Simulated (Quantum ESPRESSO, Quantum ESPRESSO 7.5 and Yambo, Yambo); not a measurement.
## GaN (P6_3mc): G0W0 with Yambo, start to end

Wanted: ground state, empty states, screening and self-energy for GaN (P6_3mc).

Main program and level: Quantum ESPRESSO 7.5 and Yambo 5.3.0; PBE and many-body steps on it, plane waves.

The database entry behind the starting cell has ideal inner coordinates that were not refined, so it need not match the best structure at ambient conditions.

## Step 1: The structure

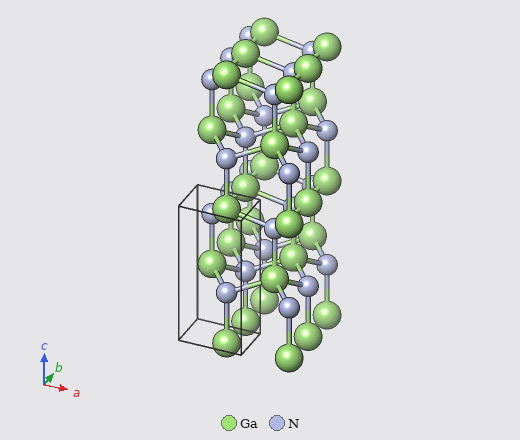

The cell as given, slightly off an axis (gallium green, nitrogen light blue). 2×3×2 cells are drawn. Some periodic images of atoms are drawn too.

The cell and positions come from the Crystallography Open Database and are kept as given unless a step says otherwise.

## Step 2: Ground state

This step: Quantum ESPRESSO 7.5; DFT, PBE, plane waves, norm-conserving pseudopotentials.

The ground-state density comes first.

Contents of pw.in:

```
&control
  calculation = 'scf'
  prefix = 'x'
  outdir = 'o'
  pseudo_dir = 'pseudo'
/
&system
  ibrav = 0
  nat = 4
  ntyp = 2
  ecutwfc = 104.0
  nbnd = 32
  force_symmorphic = .true.
/
&electrons
  conv_thr = 1e-10
  electron_maxstep = 80
  mixing_beta = 0.5
/
ATOMIC_SPECIES
  Ga 69.723 Ga.upf
  N 14.007 N.upf
CELL_PARAMETERS angstrom
  3.1900000000 -0.0000000000 0.0000000000
  -1.5950000000 2.7626210381 0.0000000000
  0.0000000000 0.0000000000 5.1890000000
ATOMIC_POSITIONS crystal
  Ga 0.6666666667 0.3333333333 0.0000000000
  Ga 0.3333333333 0.6666666667 0.5000000000
  N 0.6666666667 0.3333333333 0.3750000000
  N 0.3333333333 0.6666666667 0.8750000000
K_POINTS automatic
  6 6 4 0 0 0
```

The run is started by

```sh
OMP_NUM_THREADS=1 mpirun -n 4 pw.x -nk 4 -in pw.in > pw.out
```

Output:

```text
Program PWSCF v.7.5 starts

     This program is part of the open-source Quantum ESPRESSO suite
     for quantum simulation of materials; please cite
         "P. Giannozzi et al., J. Phys.:Condens. Matter 21 395502 (2009);
         "P. Giannozzi et al., J. Phys.:Condens. Matter 29 465901 (2017);
         "P. Giannozzi et al., J. Chem. Phys. 152 154105 (2020);
     in publications or presentations arising from this work. More details at
     Message from routine setup:
     using ibrav=0 with symmetry is DISCOURAGED, use correct ibrav instead

     G-vector sticks info

     bravais-lattice index     =            0
     lattice parameter (alat)  =       6.0282  a.u.
     unit-cell volume          =     308.5974 (a.u.)^3
     number of atoms/cell      =            4
     number of atomic types    =            2
     number of electrons       =        52.00
     number of Kohn-Sham states=           32
     kinetic-energy cutoff     =     104.0000  Ry
     charge density cutoff     =     416.0000  Ry
     scf convergence threshold =      1.0E-10
     mixing beta               =       0.5000
     number of iterations used =            8  plain     mixing
     Exchange-correlation= PBE
                           (   1   4   3   4   0   0   0)

     celldm(1)=   6.028226  celldm(2)=   0.000000  celldm(3)=   0.000000
     celldm(4)=   0.000000  celldm(5)=   0.000000  celldm(6)=   0.000000

     crystal axes: (cart. coord. in units of alat)
               a(1) = (   1.000000  -0.000000   0.000000 )
               a(2) = (  -0.500000   0.866025   0.000000 )
               a(3) = (   0.000000   0.000000   1.626646 )

     reciprocal axes: (cart. coord. in units 2 pi/alat)
               b(1) = (  1.000000  0.577350 -0.000000 )
               b(2) = (  0.000000  1.154701 -0.000000 )
               b(3) = ( -0.000000 -0.000000  0.614762 )
     Pseudo is Norm-conserving + core correction, Zval = 21.0
     Generated using ONCVPSP code by D. R. Hamann
     Using radial grid of 1902 points,  6 beta functions with:
     Pseudo is Norm-conserving + core correction, Zval =  5.0
     Generated using ONCVPSP code by D. R. Hamann
     Using radial grid of 1058 points,  4 beta functions with:
     Ga               21.00    69.72300     Ga( 1.00)
     N                 5.00    14.00700     N ( 1.00)

      6 Sym. Ops. (no inversion) found

   Cartesian axes

     site n.     atom                  positions (alat units)
         1        Ga     tau(   1) = (   0.5000000   0.2886751   0.0000000  )
         2        Ga     tau(   2) = (  -0.0000000   0.5773503   0.8133229  )
         3        N      tau(   3) = (   0.5000000   0.2886751   0.6099922  )
         4        N      tau(   4) = (  -0.0000000   0.5773503   1.4233150  )

     number of k points=    24
                       cart. coord. in units 2pi/alat
        k(    1) = (   0.0000000   0.0000000   0.0000000), wk =   0.0138889
        k(    2) = (   0.0000000   0.0000000   0.1536905), wk =   0.0277778
        k(    3) = (   0.0000000   0.0000000  -0.3073810), wk =   0.0138889
        k(    4) = (   0.0000000   0.1924501   0.0000000), wk =   0.0833333
        k(    5) = (   0.0000000   0.1924501   0.1536905), wk =   0.0833333
        k(    6) = (   0.0000000   0.1924501  -0.3073810), wk =   0.0833333
        k(    7) = (   0.0000000   0.3849002   0.0000000), wk =   0.0833333
        k(    8) = (   0.0000000   0.3849002   0.1536905), wk =   0.0833333
        k(    9) = (   0.0000000   0.3849002  -0.3073810), wk =   0.0833333
        k(   10) = (   0.0000000  -0.5773503   0.0000000), wk =   0.0416667
     [... 12 further rows ...]
        k(   23) = (   0.0000000  -0.3849002   0.1536905), wk =   0.0833333
        k(   24) = (  -0.1666667  -0.4811252   0.1536905), wk =   0.1666667

     Dense  grid:    44217 G-vectors     FFT dimensions: (  40,  40,  64)

     Initial potential from superposition of free atoms

     starting charge      51.9946, renormalised to      52.0000
     Starting wfcs are   34 randomized atomic wfcs

     per-process dynamical memory:    46.8 Mb

     Self-consistent Calculation

     iteration #  1     ecut=   104.00 Ry     beta= 0.50

     total energy              =   -1034.59622842 Ry
     estimated scf accuracy    <       1.05225587 Ry

     iteration #  2     ecut=   104.00 Ry     beta= 0.50

     total energy              =   -1034.91155126 Ry
     estimated scf accuracy    <       0.20689653 Ry

     iteration #  3     ecut=   104.00 Ry     beta= 0.50

     total energy              =   -1034.94429111 Ry
     estimated scf accuracy    <       0.00710779 Ry

     iteration #  4     ecut=   104.00 Ry     beta= 0.50

     total energy              =   -1034.94464517 Ry
     estimated scf accuracy    <       0.00165243 Ry

     iteration #  5     ecut=   104.00 Ry     beta= 0.50

     total energy              =   -1034.94502073 Ry
     estimated scf accuracy    <       0.00004775 Ry

     iteration #  6     ecut=   104.00 Ry     beta= 0.50

     total energy              =   -1034.94503273 Ry
     estimated scf accuracy    <       0.00004107 Ry

     iteration #  7     ecut=   104.00 Ry     beta= 0.50

     total energy              =   -1034.94503145 Ry
     estimated scf accuracy    <       0.00000667 Ry

     iteration #  8     ecut=   104.00 Ry     beta= 0.50

     total energy              =   -1034.94503332 Ry
     estimated scf accuracy    <       0.00000083 Ry

     iteration #  9     ecut=   104.00 Ry     beta= 0.50

     total energy              =   -1034.94503342 Ry
     estimated scf accuracy    <       0.00000001 Ry

     iteration # 10     ecut=   104.00 Ry     beta= 0.50

     total energy              =   -1034.94503343 Ry
     estimated scf accuracy    <       0.00000001 Ry

     iteration # 11     ecut=   104.00 Ry     beta= 0.50

     total energy              =   -1034.94503343 Ry
     estimated scf accuracy    <          1.7E-10 Ry

     iteration # 12     ecut=   104.00 Ry     beta= 0.50

     End of self-consistent calculation

          k = 0.0000 0.0000 0.0000 (  5539 PWs)   bands (ev):

  -130.4341-130.4340 -81.1736 -81.1736 -81.1736 -81.1732 -81.1732 -81.1723
    -4.2776  -3.3961  -1.8541  -1.8342  -1.8342  -1.7735  -1.7735  -1.5930
    -1.5930  -1.4946  -1.4946  -0.2114   4.6120  10.6332  10.6332  11.6093
    11.6730  11.6730  13.5979  15.9505  20.8585  21.5952  21.5952  22.4793

          k = 0.0000 0.0000 0.1537 (  5504 PWs)   bands (ev):

  -130.4341-130.4340 -81.1735 -81.1734 -81.1734 -81.1732 -81.1732 -81.1725
    -4.1036  -3.4634  -1.8304  -1.8304  -1.7951  -1.7872  -1.7872  -1.5736
    -1.5736  -1.5044  -1.5044  -0.7638   5.6598  10.1213  10.7789  10.7789
    11.5142  11.5142  14.7868  16.0535  20.4773  21.2722  21.6816  21.6816

          k = 0.0000 0.0000-0.3074 (  5492 PWs)   bands (ev):

  -130.4341-130.4341 -81.1733 -81.1733 -81.1733 -81.1733 -81.1729 -81.1729
    -3.7255  -3.7255  -1.8137  -1.8137  -1.8137  -1.8137  -1.5344  -1.5344
    -1.5344  -1.5344  -1.4913  -1.4913   7.8213   7.8213  11.1400  11.1400
    11.1400  11.1400  15.9271  15.9271  20.1777  20.1777  22.1115  22.1115

          k = 0.0000 0.1925 0.0000 (  5515 PWs)   bands (ev):

     [... further k-points ...]

     highest occupied, lowest unoccupied level (ev):    11.6730   13.5979

!    total energy              =   -1034.94503343 Ry
     estimated scf accuracy    <          7.1E-12 Ry

     The total energy is the sum of the following terms:
     one-electron contribution =    -780.10591415 Ry
     hartree contribution      =     402.10072887 Ry
     xc contribution           =    -115.91286906 Ry
     ewald contribution        =    -541.02697908 Ry

     convergence has been achieved in  12 iterations

     XML data file, charge density, pseudopotentials, collected wavefunctions

=------------------------------------------------------------------------------=
   JOB DONE.
=------------------------------------------------------------------------------=
```

It took 11 s on 4 MPI ranks of Intel Xeon 6975P-C (Granite Rapids), shared host; peak memory 0.4 GiB; 45 s of CPU time.

Numbers from this step:

* total energy: -14081.1445 eV
* gap: 1.925 eV
* k of the valence top: 0, 0, 0
* k of the conduction bottom: 0, 0, 0
* least direct gap: 1.925 eV

The gap is direct, at Γ.

## Step 3: Bands along the symmetry lines

Levels along a band path, at the cheap level, show where the edges lie and whether the meshes to come will hold them.

Contents of pw.in:

```
&control
  calculation = 'bands'
  prefix = 'x'
  outdir = 'o'
  pseudo_dir = 'pseudo'
/
&system
  ibrav = 0
  nat = 4
  ntyp = 2
  ecutwfc = 104.0
  nbnd = 32
  force_symmorphic = .true.
/
&electrons
  conv_thr = 1e-9
  electron_maxstep = 80
  diago_full_acc = .true.
  diago_thr_init = 5e-6
/
ATOMIC_SPECIES
  Ga 69.723 Ga.upf
  N 14.007 N.upf
CELL_PARAMETERS angstrom
  3.1900000000 -0.0000000000 0.0000000000
  -1.5950000000 2.7626210381 0.0000000000
  0.0000000000 0.0000000000 5.1890000000
ATOMIC_POSITIONS crystal
  Ga 0.6666666667 0.3333333333 0.0000000000
  Ga 0.3333333333 0.6666666667 0.5000000000
  N 0.6666666667 0.3333333333 0.3750000000
  N 0.3333333333 0.6666666667 0.8750000000
K_POINTS crystal
  75
  0.00000000 0.00000000 0.00000000 1
  0.06250000 0.00000000 0.00000000 1
  0.12500000 0.00000000 0.00000000 1
  0.18750000 0.00000000 0.00000000 1
  0.25000000 0.00000000 0.00000000 1
  0.31250000 0.00000000 0.00000000 1
  0.37500000 0.00000000 0.00000000 1
  0.43750000 0.00000000 0.00000000 1
  0.50000000 0.00000000 0.00000000 1
  0.47916667 0.04166667 0.00000000 1
  0.45833333 0.08333333 0.00000000 1
  0.43750000 0.12500000 0.00000000 1
  0.41666666 0.16666666 0.00000000 1
  0.39583333 0.20833333 0.00000000 1
  0.37500000 0.25000000 0.00000000 1
  0.35416666 0.29166666 0.00000000 1
  0.33333333 0.33333333 0.00000000 1
  0.29166666 0.29166666 0.00000000 1
  0.25000000 0.25000000 0.00000000 1
  0.20833333 0.20833333 0.00000000 1
  0.16666666 0.16666666 0.00000000 1
  0.12500000 0.12500000 0.00000000 1
  0.08333333 0.08333333 0.00000000 1
  0.04166667 0.04166667 0.00000000 1
  0.00000000 0.00000000 0.00000000 1
  0.00000000 0.00000000 0.06250000 1
  0.00000000 0.00000000 0.12500000 1
  0.00000000 0.00000000 0.18750000 1
  0.00000000 0.00000000 0.25000000 1
  0.00000000 0.00000000 0.31250000 1
  0.00000000 0.00000000 0.37500000 1
  0.00000000 0.00000000 0.43750000 1
  0.00000000 0.00000000 0.50000000 1
  0.06250000 0.00000000 0.50000000 1
  0.12500000 0.00000000 0.50000000 1
  0.18750000 0.00000000 0.50000000 1
  0.25000000 0.00000000 0.50000000 1
  0.31250000 0.00000000 0.50000000 1
  0.37500000 0.00000000 0.50000000 1
  0.43750000 0.00000000 0.50000000 1
  0.50000000 0.00000000 0.50000000 1
  0.47916667 0.04166667 0.50000000 1
  0.45833333 0.08333333 0.50000000 1
  0.43750000 0.12500000 0.50000000 1
  0.41666666 0.16666666 0.50000000 1
  0.39583333 0.20833333 0.50000000 1
  0.37500000 0.25000000 0.50000000 1
  0.35416666 0.29166666 0.50000000 1
  0.33333333 0.33333333 0.50000000 1
  0.29166666 0.29166666 0.50000000 1
  0.25000000 0.25000000 0.50000000 1
  0.20833333 0.20833333 0.50000000 1
  0.16666666 0.16666666 0.50000000 1
  0.12500000 0.12500000 0.50000000 1
  0.08333333 0.08333333 0.50000000 1
  0.04166667 0.04166667 0.50000000 1
  0.00000000 0.00000000 0.50000000 1
  0.50000000 0.00000000 0.50000000 1
  0.50000000 0.00000000 0.43750000 1
  0.50000000 0.00000000 0.37500000 1
  0.50000000 0.00000000 0.31250000 1
  0.50000000 0.00000000 0.25000000 1
  0.50000000 0.00000000 0.18750000 1
  0.50000000 0.00000000 0.12500000 1
  0.50000000 0.00000000 0.06250000 1
  0.50000000 0.00000000 0.00000000 1
  0.33333333 0.33333333 0.50000000 1
  0.33333333 0.33333333 0.43750000 1
  0.33333333 0.33333333 0.37500000 1
  0.33333333 0.33333333 0.31250000 1
  0.33333333 0.33333333 0.25000000 1
  0.33333333 0.33333333 0.18750000 1
  0.33333333 0.33333333 0.12500000 1
  0.33333333 0.33333333 0.06250000 1
  0.33333333 0.33333333 0.00000000 1
```

Output:

```text
[banner, memory and clock lines left out]
Program PWSCF v.7.5 starts

     Atomic positions and unit cell read from directory:
     o/x.save/

     Message from routine setup:
     using ibrav=0 with symmetry is DISCOURAGED, use correct ibrav instead

     G-vector sticks info

     bravais-lattice index     =            0
     lattice parameter (alat)  =       6.0282  a.u.
     unit-cell volume          =     308.5974 (a.u.)^3
     number of atoms/cell      =            4
     number of atomic types    =            2
     number of electrons       =        52.00
     number of Kohn-Sham states=           32
     kinetic-energy cutoff     =     104.0000  Ry
     charge density cutoff     =     416.0000  Ry
     Exchange-correlation= PBE
                           (   1   4   3   4   0   0   0)

     celldm(1)=   6.028226  celldm(2)=   0.000000  celldm(3)=   0.000000
     celldm(4)=   0.000000  celldm(5)=   0.000000  celldm(6)=   0.000000

     crystal axes: (cart. coord. in units of alat)
               a(1) = (   1.000000  -0.000000   0.000000 )
               a(2) = (  -0.500000   0.866025   0.000000 )
               a(3) = (   0.000000   0.000000   1.626646 )

     reciprocal axes: (cart. coord. in units 2 pi/alat)
               b(1) = (  1.000000  0.577350 -0.000000 )
               b(2) = (  0.000000  1.154701 -0.000000 )
               b(3) = ( -0.000000 -0.000000  0.614762 )
     Pseudo is Norm-conserving + core correction, Zval = 21.0
     Generated using ONCVPSP code by D. R. Hamann
     Using radial grid of 1902 points,  6 beta functions with:
     Pseudo is Norm-conserving + core correction, Zval =  5.0
     Generated using ONCVPSP code by D. R. Hamann
     Using radial grid of 1058 points,  4 beta functions with:
     Ga               21.00    69.72300     Ga( 1.00)
     N                 5.00    14.00700     N ( 1.00)

      6 Sym. Ops. (no inversion) found

   Cartesian axes

     site n.     atom                  positions (alat units)
         1        Ga     tau(   1) = (   0.5000000   0.2886751   0.0000000  )
         2        Ga     tau(   2) = (  -0.0000000   0.5773503   0.8133229  )
         3        N      tau(   3) = (   0.5000000   0.2886751   0.6099922  )
         4        N      tau(   4) = (  -0.0000000   0.5773503   1.4233150  )

     number of k points=    75
                       cart. coord. in units 2pi/alat
        k(    1) = (   0.0000000   0.0000000   0.0000000), wk =   0.0266667
        k(    2) = (   0.0625000   0.0360844   0.0000000), wk =   0.0266667
        k(    3) = (   0.1250000   0.0721688   0.0000000), wk =   0.0266667
[...]
[... 63 further rows ...]
        k(   74) = (   0.3333333   0.5773503   0.0384226), wk =   0.0266667
        k(   75) = (   0.3333333   0.5773503   0.0000000), wk =   0.0266667

     Dense  grid:    44217 G-vectors     FFT dimensions: (  40,  40,  64)

     The potential is recalculated from file :
     o/x.save/charge-density

     Starting wfcs are   34 randomized atomic wfcs

     Band Structure Calculation

     End of band structure calculation

          k = 0.0000 0.0000 0.0000 (  5539 PWs)   bands (ev):

  -130.4341-130.4340 -81.1736 -81.1736 -81.1736 -81.1732 -81.1732 -81.1723
    -4.2776  -3.3961  -1.8541  -1.8342  -1.8342  -1.7735  -1.7735  -1.5930
    -1.5930  -1.4946  -1.4946  -0.2114   4.6120  10.6332  10.6332  11.6093
    11.6730  11.6730  13.5980  15.9505  20.8585  21.5953  21.5953  22.4793

          k = 0.0625 0.0361 0.0000 (  5517 PWs)   bands (ev):

  -130.4341-130.4340 -81.1736 -81.1735 -81.1734 -81.1732 -81.1732 -81.1723
[...]
k = 0.1250 0.0722 0.0000 (  5513 PWs)   bands (ev):

  -130.4341-130.4340 -81.1735 -81.1735 -81.1735 -81.1733 -81.1732 -81.1724
[...]
k = 0.3333 0.5774 0.0384 (  5514 PWs)   bands (ev):

  -130.4340-130.4340 -81.1741 -81.1740 -81.1740 -81.1738 -81.1728 -81.1728
[...]
k = 0.3333 0.5774 0.0000 (  5496 PWs)   bands (ev):

  -130.4340-130.4340 -81.1741 -81.1740 -81.1740 -81.1738 -81.1727 -81.1727
[...]
-1.5591  -1.5138   0.2132   0.2132   6.3601   6.3601   6.4195   8.6800
     8.6800   8.9935  16.8275  19.4708  19.4709  20.0732  21.5421  21.5421

     XML data file, pseudopotentials, collected wavefunctions
```

Elapsed: 7.1 s, on 4 MPI ranks; peak memory 0.31 GiB; 28 s of CPU time.

Numbers from this step:

```
gap                        : 1.925 eV
k of the valence top       : 0, 0, 0
k of the conduction bottom : 0, 0, 0
least direct gap           : 1.925 eV
```

The gap is 1.925 eV, as in the run before at this level.

Electronic bands along the path, in eV, zero at the top of the highest filled band:

```csv
point,band 23,band 24,band 25,band 26,band 27,band 28,band 29,band 30
Γ,-1.04,-0.06,0.00,0.00,1.93,4.28,9.19,9.92
M,-4.21,-2.73,-2.22,-0.97,5.08,5.57,6.06,8.59
K,-5.25,-2.99,-2.99,-2.68,5.15,7.80,7.80,8.40
Γ,-1.04,-0.06,0.00,0.00,1.93,4.28,9.19,9.92
A,-0.53,-0.53,-0.53,-0.53,4.25,4.25,8.50,8.50
L,-1.93,-1.93,-1.90,-1.90,4.42,4.42,7.80,7.80
H,-4.16,-4.16,-1.49,-1.49,6.45,6.45,7.31,7.31
A,-0.53,-0.53,-0.53,-0.53,4.25,4.25,8.50,8.50
jump to L,-1.93,-1.93,-1.90,-1.90,4.42,4.42,7.80,7.80
M,-4.21,-2.73,-2.22,-0.97,5.08,5.57,6.06,8.59
jump to H,-4.16,-4.16,-1.49,-1.49,6.45,6.45,7.31,7.31
K,-5.25,-2.99,-2.99,-2.68,5.15,7.80,7.80,8.40
```

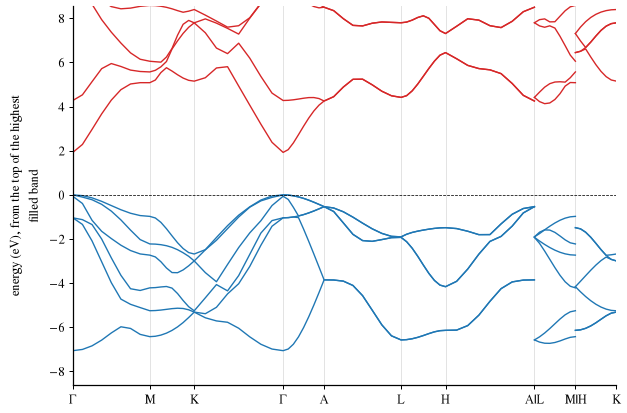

Electronic bands along the path; lines of filled and empty bands in two colours.

[end of part 1 of 3]

[Paths, hosts, dates, memory and timing lines, banners, echoed tables and standing remarks are left out of the program output.]

[Logs are printed without paths, hosts, clocks, repeated set-up lines and the standing remarks that a program may print on its own settings, such as how far it seeks lower states.]

[Runs of the session that timed out or met a known fault of the program may be left out.]

[Hosts, paths, dates, database ids (printed as entryN), source tags and the programs' standing remarks are cut or masked in the printed files.]
